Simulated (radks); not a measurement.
# Excited configurations of Co²⁴⁺

Aim: excitation energies and quantum defects of the outer electron of Co²⁴⁺, by total-energy differences.

Program: radks (a radial shooting solver on a logarithmic mesh, Libxc functionals) version 1. Level of theory: Dirac Kohn-Sham, PBEsol, spin-unpolarised, spherical densities, point nucleus; open shells fill j = l - 1/2 first. These are calculated values, not measurements, unless marked.

### 1 The atom as given

- element: cobalt (Z = 27)
- charge: +24
- electrons: 3
- configuration: [He] 2s1

### 2 Ground configuration: [He] 2s1

Input:

```text
Z 27
configuration [He] 2s1
relativity Dirac
functional pbe_sol,pbe_sol
spin unpolarised
j_filling energy
nucleus point
c 137.035999084
```

### 3 The ion: [He]

Changes since step 2:

```diff
@@ -1,3 +1,3 @@
 Z 27
-configuration [He] 2s1
+configuration [He]
 relativity Dirac
```

### 4 Outer electron in 2p: [He] 2p1

Changes since step 3:

```diff
@@ -1,3 +1,3 @@
 Z 27
-configuration [He]
+configuration [He] 2p1
 relativity Dirac
```

### 5 Outer electron in 3s: [He] 3s1

Changes since step 4:

```diff
@@ -1,3 +1,3 @@
 Z 27
-configuration [He] 2p1
+configuration [He] 3s1
 relativity Dirac
```

### 6 Outer electron in 3p: [He] 3p1

Changes since step 5:

```diff
@@ -1,3 +1,3 @@
 Z 27
-configuration [He] 3s1
+configuration [He] 3p1
 relativity Dirac
```

### 7 Outer electron in 4f: [He] 4f1

Changes since step 6:

```diff
@@ -1,3 +1,3 @@
 Z 27
-configuration [He] 3p1
+configuration [He] 4f1
 relativity Dirac
```

### 8 Outer electron in 5p: [He] 5p1

Changes since step 7:

```diff
@@ -1,3 +1,3 @@
 Z 27
-configuration [He] 4f1
+configuration [He] 5p1
 relativity Dirac
```

### 9 Outer electron in 6p: [He] 6p1

Changes since step 8:

```diff
@@ -1,3 +1,3 @@
 Z 27
-configuration [He] 5p1
+configuration [He] 6p1
 relativity Dirac
```

### 10 Outer electron in 6d: [He] 6d1

Changes since step 9:

```diff
@@ -1,3 +1,3 @@
 Z 27
-configuration [He] 6p1
+configuration [He] 6d1
 relativity Dirac
```

### 11 Outer electron in 6f: [He] 6f1

Changes since step 10:

```diff
@@ -1,3 +1,3 @@
 Z 27
-configuration [He] 6d1
+configuration [He] 6f1
 relativity Dirac
```

### 12 Outer electron in 7p: [He] 7p1

Changes since step 11:

```diff
@@ -1,3 +1,3 @@
 Z 27
-configuration [He] 6f1
+configuration [He] 7p1
 relativity Dirac
```

### 13 Outer electron in 7f: [He] 7f1

Changes since step 12:

```diff
@@ -1,3 +1,3 @@
 Z 27
-configuration [He] 7p1
+configuration [He] 7f1
 relativity Dirac
```

Q: Predict the outcome of this session. Wanted: for each run, outer orbital; excitation; binding; n*; quantum defect; <r>.

As calculated:

```tsv
outer orbital	excitation (eV)	binding (eV)	n*	quantum defect	<r> (bohr)
2p	51.237	2161.3	1.984	0.016	0.1952
3s	1239.2	973.31	2.956	0.044	0.5234
3p	1252.6	959.96	2.976	0.024	0.4906
4f	1683.1	529.40	4.008	-0.008	0.7203
5p	1867.9	344.60	4.968	0.032	1.440
6p	1973.4	239.14	5.963	0.037	2.094
6d	1975.1	237.45	5.984	0.016	2.029
6f	1975.9	236.64	5.995	0.005	1.915
7p	2036.9	175.62	6.959	0.041	2.867
7f	2038.4	174.09	6.989	0.011	2.692
```

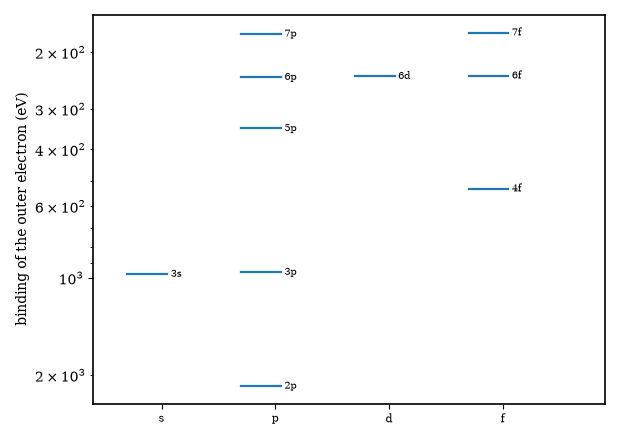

Term scheme by angular momentum, binding on a logarithmic scale.

In words: Binding is E(ion) − E, and n* = 25/√(2·binding) in atomic units. The Δ-SCF energy to the ion that was run is 2212.5 eV (NIST's first ionisation energy, to the ion's ground state: 2218.9 eV, theoretical). Mean quantum defects: p 0.03, s 0.04, f 0.00, d 0.02. At this charge relativity makes much of them. Self-interaction in the functional shifts them, so they are the method's values and not measured ones. Spin polarisation and multiplet splitting are left out, so open shells lie too high by an amount that depends on their filling.
